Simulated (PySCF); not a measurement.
**C6H14O (SMILES CC(C)OC(C)C): density, localisation and related maps**

Input file:

```
{"job": {"xc": "wB97X-D", "basis": "pcSseg-1", "solvent": "chloroform", "kind": "nmr", "pop": true}, "charge": 0, "multiplicity": 1}
C     -1.920007     0.633183     0.852219
C     -1.167917    -0.303693    -0.082249
C     -1.965909    -0.642005    -1.325782
O      0.040101     0.285924    -0.512682
C      1.144890     0.148076     0.354849
C      2.056541     1.333373     0.106882
C      1.847187    -1.182071     0.122697
H     -2.861746     0.179985     1.196745
H     -1.319978     0.877425     1.741926
H     -2.154421     1.574115     0.330792
H     -0.949087    -1.246025     0.460434
H     -2.170048     0.274636    -1.900652
H     -2.926089    -1.112404    -1.067102
H     -1.397101    -1.327430    -1.970340
H      0.798273     0.187794     1.407703
H      1.520971     2.274583     0.297401
H      2.945708     1.293730     0.753553
H      2.388293     1.337538    -0.943044
H      2.708248    -1.300783     0.797910
H      1.166440    -2.029699     0.294663
H      2.206736    -1.239309    -0.916392
```

Launched as:

```sh
OMP_NUM_THREADS=1 python ens_run.py task.json out
```

Geometry: PBE0-D3(BJ)/def2-SVP.

Computed with PySCF 2.14.0, wB97X-D/pcSseg-1, SCF density, in a chloroform solvent model, non-relativistic.

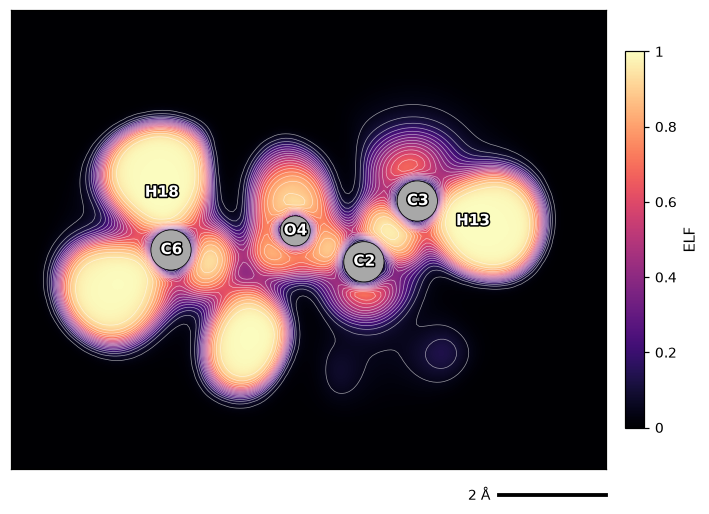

Figure 1. Electron localisation function on the plane of atoms C3, C2 and O4. Grey discs cover the atomic cores.

### Read the bonding off the picture.

The section cuts through C, O and H sites. C–O (1.41 Å): the ELF peaks at about 0.90 between the atoms, as expected for a polar covalent bond. C–C (1.52 Å): the ELF peaks at about 0.95 between the atoms: a shared electron pair. C–H (1.10 Å): the ELF climbs to about 1 towards the hydrogen, as it does in any bond to H; a covalent bond by its length. The ELF also peaks beside O4, away from the bonds: lone-pair regions.

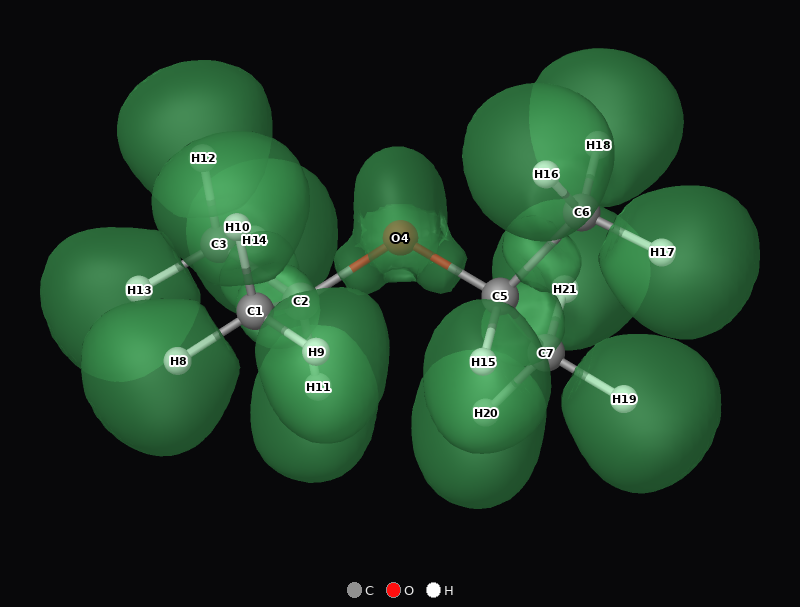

Figure 2. Isosurface of the electron localisation function at 0.75 (green), seen from one side. Only the valence region is drawn (cores and ρ < 0.01 e/Å³ removed).

### Where are the electrons localised?

The ELF exceeds this value in four regions between bonded C–C atoms (shared pairs), 14 regions around hydrogen nuclei and one region on O in which the atom's valence shell and bonds are merged.

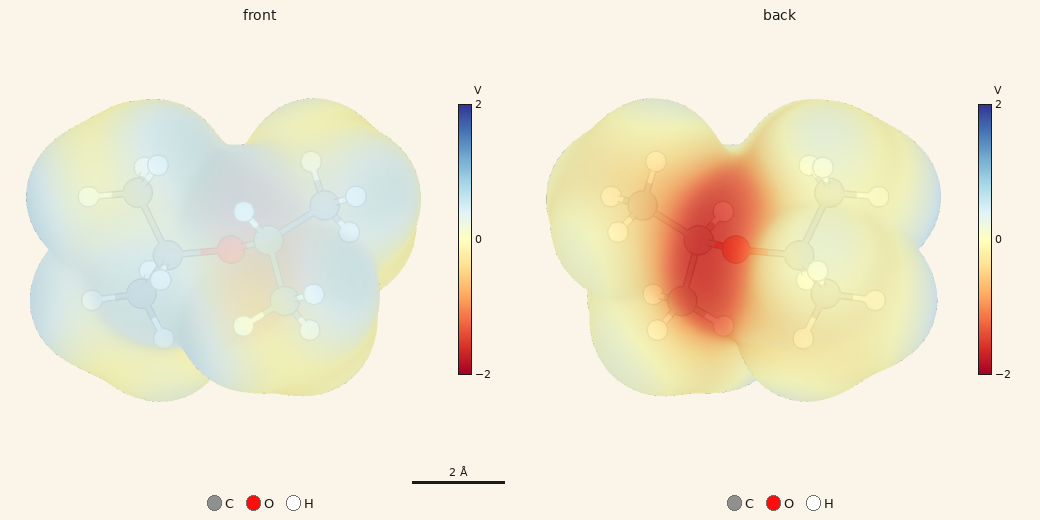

Figure 3. The molecular electrostatic potential painted on the density surface at 0.001 e/bohr³, seen from the front and from behind; red is negative and blue positive.

### Where is the surface potential most negative and most positive?

The most negative region (about −1.6 V, or −37 kcal/mol for a unit charge) lies over O4, the most positive (about +0.5 V, or +12 kcal/mol for a unit charge) over the H atoms. O4 is the likeliest acceptor of a hydrogen bond.

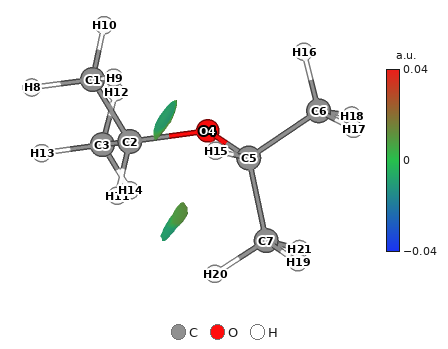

Figure 4. Non-covalent interaction (NCI) plot: the surface where the reduced density gradient is 0.5, for densities under 0.05 a.u., coloured by sign(λ₂)ρ; seen at a tilt.

### Identify the weak interactions.

Near H15, H9 and C1: mostly steric crowding (olive to red); near H11, H20 and C7: mostly steric crowding (olive to red).
